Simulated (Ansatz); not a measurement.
**CaZn3 and its elements: formation energy from the elements, by script**

Aim: a formation energy from the elements, for CaZn3 and its elements, run from a script.

The COD entry's cell or inner coordinates are ideal or old and differ from later refinements, so a difference from it is no clean test against experiment.

Program: Ansatz 0.2.0 through its Python package. Level of theory: DFT PBEsol, plane waves, PAW. These are calculated values, not measurements.

## 1. Starting point

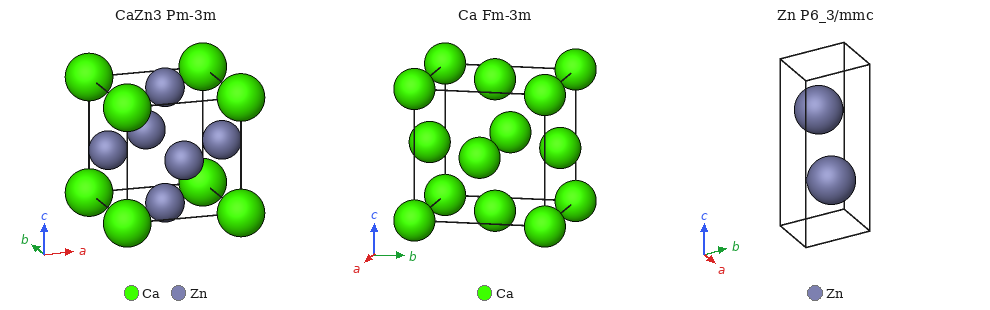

The starting structures, one conventional cell each, each at its own scale.

The script reads cazn3_cazn3.xyz:

```xyz
4
Lattice="4.334836 0.0 0.0 0.0 4.334836 0.0 0.0 0.0 4.334836" Properties=species:S:1:pos:R:3 pbc="T T T"
Ca    0.00000000    0.00000000    0.00000000
Zn    2.16741800    2.16741800    0.00000000
Zn    2.16741800    0.00000000    2.16741800
Zn    0.00000000    2.16741800    2.16741800
```

Input file cazn3_ca.vasp:

```text
Ca
1.0
   0.00000000    2.79420000    2.79420000
   2.79420000    0.00000000    2.79420000
   2.79420000    2.79420000    0.00000000
Ca
1
Direct
   0.00000000    0.00000000    0.00000000
```

Input file cazn3_zn.cif:

```cif
data_Zn
_cell_length_a 2.670000
_cell_length_b 2.670000
_cell_length_c 4.966000
_cell_angle_alpha 90.00000
_cell_angle_beta 90.00000
_cell_angle_gamma 120.00000
_symmetry_space_group_name_H-M 'P 1'
_symmetry_Int_Tables_number 1
loop_
_symmetry_equiv_pos_as_xyz
'x, y, z'
loop_
_atom_site_label
_atom_site_type_symbol
_atom_site_fract_x
_atom_site_fract_y
_atom_site_fract_z
Zn1 Zn    0.333333    0.666667    0.250000
Zn2 Zn    0.666667    0.333333    0.750000
```

## 2. The code

cazn3.py

```python
# -*- coding: utf-8 -*-
"""Is CaZn3 bound against its elements, after relaxing cells and atoms."""

from collections import Counter

import ansatz as az
from ase.io import read
import numpy as np


def ground_state(name, crystal):
    calc = (
        crystal.calculation()
        .functional("PBEsol")
        .basis(550)
        .kpoints(spacing=0.33)
        .occupations("cold", width=0.1)
        .stress()
    )
    calc = calc.relax(force_tolerance=0.03, cell=True)
    return calc.run()


def counts(outcome):
    return Counter(site.symbol for site in outcome.lattice.sites)

def formation_energy(outcome, mu):
    n = counts(outcome)
    return (outcome.report["energy_sigma0_ev"] - sum(k * mu[element] for element, k in n.items())) / sum(n.values())


def volume_per_atom(outcome):
    return abs(np.linalg.det(outcome.lattice.cell_ang)) / len(outcome.lattice.sites)

phases = {}
cazn3 = az.Crystal.from_extxyz("cazn3_cazn3.xyz")
phases["CaZn3"] = cazn3
atoms = read("cazn3_ca.vasp", format="vasp")
ca = az.Crystal.from_ase(atoms)
phases["Ca"] = ca
atoms = read("cazn3_zn.cif")
zn = az.Crystal.from_ase(atoms)
phases["Zn"] = zn

done = {name: ground_state(name, crystal) for name, crystal in phases.items()}

# chemical potentials of the elements at zero temperature
references = {"Ca": "Ca", "Zn": "Zn"}
mu = {element: done[name].report["energy_sigma0_ev"] / len(done[name].lattice.sites) for element, name in references.items()}

target = done["CaZn3"]
heat = formation_energy(target, mu)
for element, value in mu.items():
    print(f"mu({element}) = {value:.4f} eV from {references[element]}, {volume_per_atom(done[references[element]]):.2f} A^3/atom")
print(f"formation energy of CaZn3: {heat:.4f} eV/atom = {96.4853 * heat:.1f} kJ/mol of atoms")
```

## 3. What the engine is handed

The package turns the script's settings into the engine's input (first run):

```yaml
crystal:
  lattice:
    - [4.334836, 0.0, 0.0]
    - [0.0, 4.334836, 0.0]
    - [0.0, 0.0, 4.334836]
  atoms:
    - { symbol: Ca, position: [0.0, 0.0, 0.0] }
    - { symbol: Zn, position: [0.5, 0.5, 0.0] }
    - { symbol: Zn, position: [0.5, 0.0, 0.5] }
    - { symbol: Zn, position: [0.0, 0.5, 0.5] }
basis:
  ecutwfc: 550.0
kpoints:
  mp_grid:
    kspacing: 0.33
hamiltonian:
  xc: pbesol
scf:
  occupations:
    method: cold
    width: 0.1
relax:
  f_tol: 0.03
  cell: {}
output:
  stress: true
```

## 4. The run

Started as:

```console
$ python cazn3.py
```

The program printed:

```text
DeckWarning: the atoms were moved onto the symmetric positions of the space group found under crystal.symmetry.tolerance 1.0e-5 (fractional; no operation is sought that the atoms, as they stand in a round, miss by more than twice it, and no atom is moved by [...]
mu(Ca) = -1793.7067 eV from Ca, 40.23 A^3/atom
mu(Zn) = -3280.8911 eV from Zn, 14.03 A^3/atom
formation energy of CaZn3: -0.0745 eV/atom = -7.2 kJ/mol of atoms
```

(Warnings from the package without file and line, shortened.)

Wall time 22 s (1 thread of Arm Neoverse V1, shared host); peak memory 0.49 GiB.

## 5. Inputs of later runs

The engine's inputs for the other runs:

Run 2, against run 1:

```diff
@@ -3,3 +3,3 @@
-    - [4.334836, 0.0, 0.0]
-    - [0.0, 4.334836, 0.0]
-    - [0.0, 0.0, 4.334836]
+    - [0.0, 2.7942, 2.7942]
+    - [2.7942, 0.0, 2.7942]
+    - [2.7942, 2.7942, 0.0]
@@ -8,3 +7,0 @@
-    - { symbol: Zn, position: [0.5, 0.5, 0.0] }
-    - { symbol: Zn, position: [0.5, 0.0, 0.5] }
-    - { symbol: Zn, position: [0.0, 0.5, 0.5] }
```

Run 3, against run 1:

```diff
@@ -3,3 +3,3 @@
-    - [4.334836, 0.0, 0.0]
-    - [0.0, 4.334836, 0.0]
-    - [0.0, 0.0, 4.334836]
+    - [2.67, 0.0, 0.0]
+    - [-1.3349999999999993, 2.312287828104451, 0.0]
+    - [0.0, 0.0, 4.966]
@@ -7,4 +7,2 @@
-    - { symbol: Ca, position: [0.0, 0.0, 0.0] }
-    - { symbol: Zn, position: [0.5, 0.5, 0.0] }
-    - { symbol: Zn, position: [0.5, 0.0, 0.5] }
-    - { symbol: Zn, position: [0.0, 0.5, 0.5] }
+    - { symbol: Zn, position: [0.333333, 0.666667, 0.25] }
+    - { symbol: Zn, position: [0.666667, 0.333333, 0.75] }
```

## 6. What each run gave

The 3 runs, in the order started:

| run | system | space group at the end | energy (eV/atom) | from the elements (meV/atom) | final volume (Å³/atom) | pressure (GPa) | SCF cycles in all | CPU time (s) |
| --- | --- | --- | --- | --- | --- | --- | --- | --- |
| 1 | CaZn3 (4 atoms) | Pm-3m | -2909.1695 | -74.5 | 19.00 | -0.01 | 24 | 7.8 |
| 2 | Ca (1 atom) | Fm-3m | -1793.7067 | 0.0 | 40.23 | -0.01 | 21 | 2.5 |
| 3 | Zn (2 atoms) | P6_3/mmc | -3280.8911 | 0.0 | 14.03 | -0.01 | 38 | 10 |

Energies are extrapolated to zero smearing width, as in the script. Totals carry meaning only in balanced differences at one level of theory.

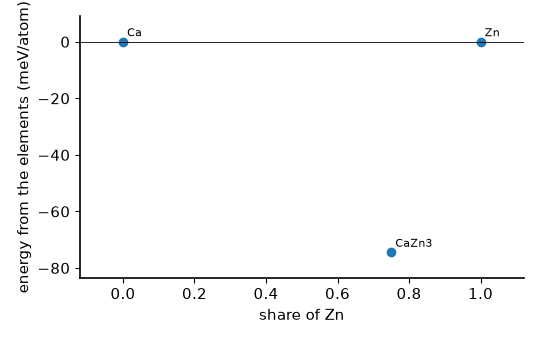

Energy from the elements against composition.

## 7. How the relaxation of run 1 went

The steps of the relaxation:

| step | energy from step 1 (eV/cell) | largest force component (eV/Å) | pressure (GPa) | volume (Å³) |
| --- | --- | --- | --- | --- |
| 1 | 0.0000 | 0.0000 | -3.01 | 81.46 |
| 2 | -0.0549 | 0.0000 | 0.08 | 75.87 |
| 3 | -0.0549 | 0.0000 | -0.01 | 76.00 |
| 4 | -0.0548 | 0.0000 | -0.01 | 76.00 |

Step 1 is the start. Step 4 repeats the geometry before it on a plane-wave basis chosen anew for that cell, so its energy need not be comparable with the rows above.

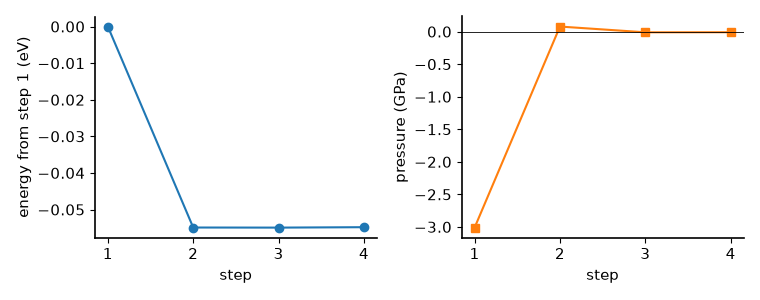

Energy and pressure along the relaxation.

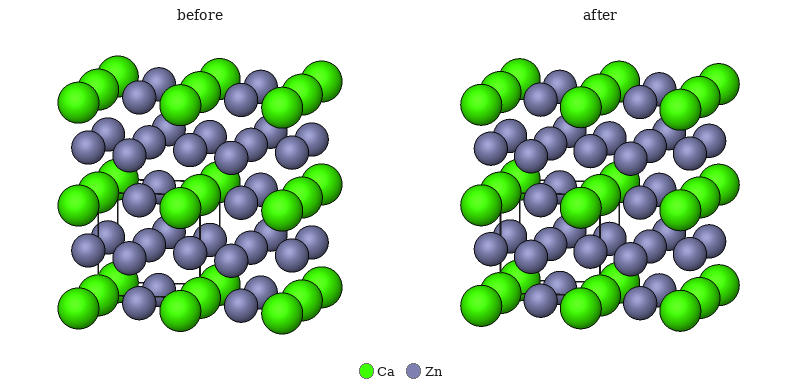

The structure before (left) and after (right) the relaxation, drawn at the same scale.

|  | before | after | change |
| --- | --- | --- | --- |
| a (Å) | 4.335 | 4.236 | -2.3 % |
| b (Å) | 4.335 | 4.236 | -2.3 % |
| c (Å) | 4.335 | 4.236 | -2.3 % |
| volume (Å³/atom) | 20.36 | 19.00 | -6.7 % |
| shortest distance (Å) | 3.065 | 2.995 | -2.3 % |
| space group (0.01 Å) | Pm-3m | Pm-3m | same |

Forces and stress were held to the start's 48 operations: a distortion of lower symmetry was not tested.

## 8. Path of the relaxation of run 2

Relaxation path:

```
step  energy from step 1 (eV/cell)  largest force component (eV/Å)  pressure (GPa)  volume (Å³)
   1                        0.0000                          0.0000           -1.26        43.63
   2                       -0.0091                          0.0000           -0.81        42.23
   3                       -0.0143                          0.0000            0.12        39.95
   4                       -0.0144                          0.0000           -0.01        40.23
   5                       -0.0144                          0.0000           -0.01        40.23
```

Step 1 is the start. Step 5 repeats the geometry before it on a plane-wave basis chosen anew for that cell, so its energy need not be comparable with the rows above.

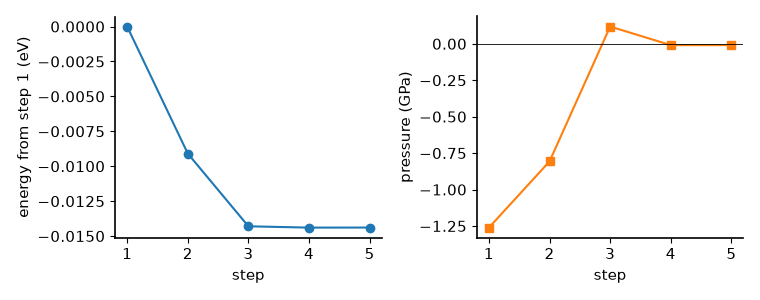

Energy and pressure along the relaxation.

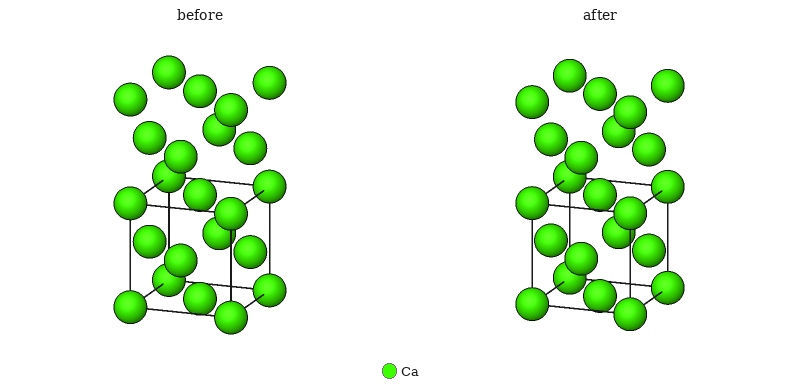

Before and after, at one scale. The change is too small to see at this scale.

Lengths and angles in the start's conventional setting:

|  | before | after | change |
| --- | --- | --- | --- |
| a (Å) | 5.588 | 5.439 | -2.7 % |
| b (Å) | 5.588 | 5.439 | -2.7 % |
| c (Å) | 5.588 | 5.439 | -2.7 % |
| volume (Å³/atom) | 43.63 | 40.23 | -7.8 % |
| shortest distance (Å) | 3.952 | 3.846 | -2.7 % |
| space group (0.01 Å) | Fm-3m | Fm-3m | same |

Forces and stress were held to the start's 48 operations: a distortion of lower symmetry was not tested.

## 9. Summary of results

```
                                 quantity            value
                         formation energy  -0.0745 eV/atom
                            runs compared                3
energy of CaZn3 (run 1) from the elements     -74 meV/atom
```

**Reading.** The formation energy is negative: it is stable against its elements at zero temperature, which says nothing yet of competing compounds. The formation energy is -0.074 eV an atom (-7.2 kJ per mole of atoms), so CaZn3 lies below the reference phases. In run 1, the volume shrank by 6.7 % over 2 moves, and the space group stayed Pm-3m. In run 2, over 3 moves the cell shrank by 7.8 % in volume, and the space group stayed Fm-3m. For the metals among these cells the mesh is coarse, so their volumes and pressures are rough. The compound is the structure given, not necessarily its lowest; energies are at zero temperature, with no correction for gases. A semilocal functional's error on such energies is often 0.05 to 0.1 eV an atom, and 0.1 to 0.3 eV against gases such as O2 or F2. Whether this is the phase that is stable at ambient conditions was not tested.
